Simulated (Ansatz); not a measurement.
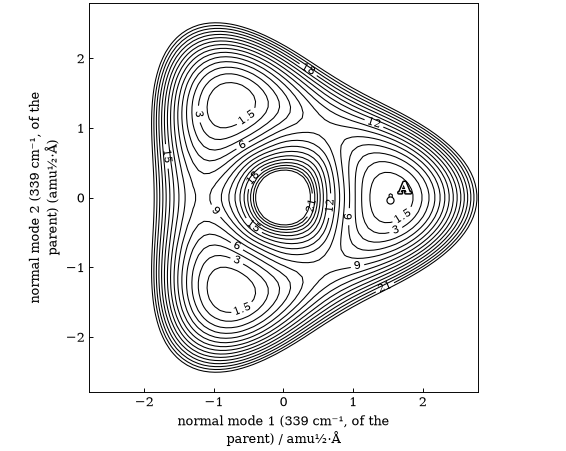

AsP₃, charge +1, spin multiplicity 2. 
- First axis: normal mode 1 (339 cm⁻¹, of the parent). Second axis: normal mode 2 (339 cm⁻¹, of the parent).
- Nothing is relaxed (straight displacements along the two mass-weighted modes).
- Grid: 15 × 15 points; 120 points were computed and 105 follow by symmetry.
- Points are written as (first, second).
- All energies are given in kJ/mol relative to the lowest grid point.
- Near the degeneracy a single determinant is a rough description.
- These are results of Ansatz 0.2.0, UKS PBE0-D4/def2-SVP, not measurements.

Drawn: contour lines labelled in kJ/mol (none above 22.5), the point A. Between grid points the surface is interpolated.

> Find the lowest pass out of the well at A.

The easiest path leads from the well at (1.597 amu½·Å, 0.000 amu½·Å) to a well of about the same depth at about (−0.75 amu½·Å, −1.38 amu½·Å). Its highest point lies about 8.7 kJ/mol above the bottom of the first well on the interpolated surface, at about (0.56 amu½·Å, −1.00 amu½·Å). This is the barrier on the constrained surface; relaxing the other coordinates would change it.

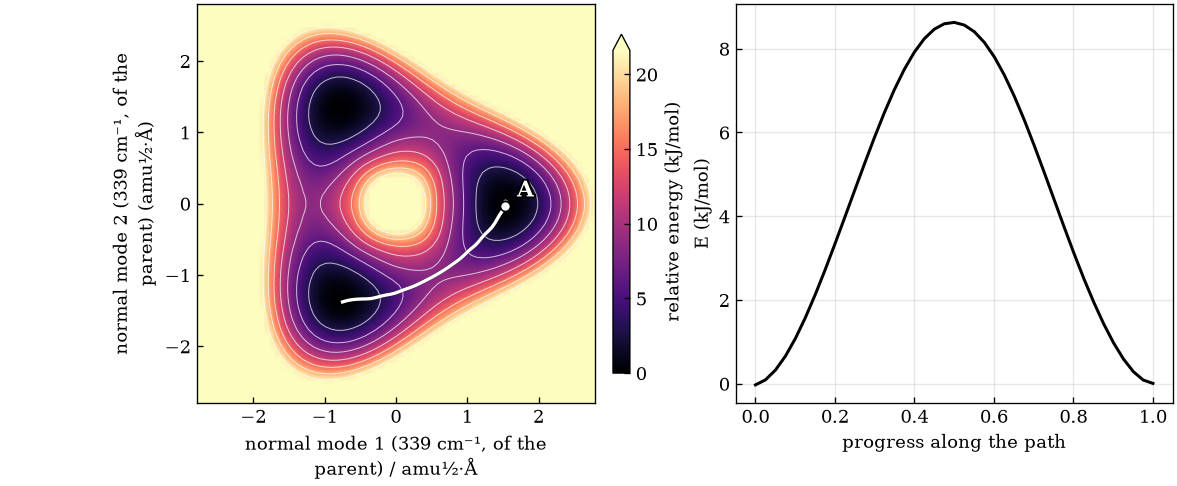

Drawn: a smooth colour map with a few white contour lines, a line along the lowest path, one colour for all values above the top of the scale, the energy along the path at the right. Between grid points the surface is interpolated.
